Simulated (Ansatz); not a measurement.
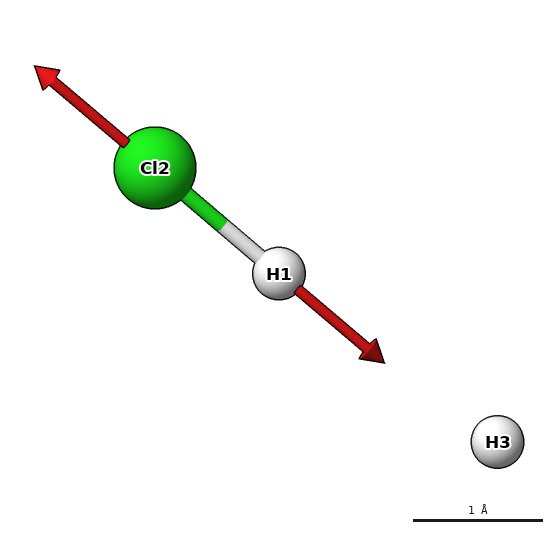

Arrows show the forces on the atoms, 4 Å of arrow for 1 eV/Å; forces under a tenth of the largest aren't drawn. The species is neutral and a spin doublet. Level of theory: PBE0-D4/def2-SVP (Ansatz 0.2.0).

### Along which bond is the force strongest?

H1–Cl2, now 1.280 Å: the forces push its atoms apart, so a first step downhill lengthens it.

List the force components in the frame of the picture (x right, y up, z towards the viewer), in eV/Å.

| atom | Fx | Fy | Fz |
| --- | --- | --- | --- |
| H1 | 0.17 | −0.15 | −0.04 |
| Cl2 | −0.18 | 0.15 | 0.04 |
| H3 | 0.01 | −0.01 | 0.00 |
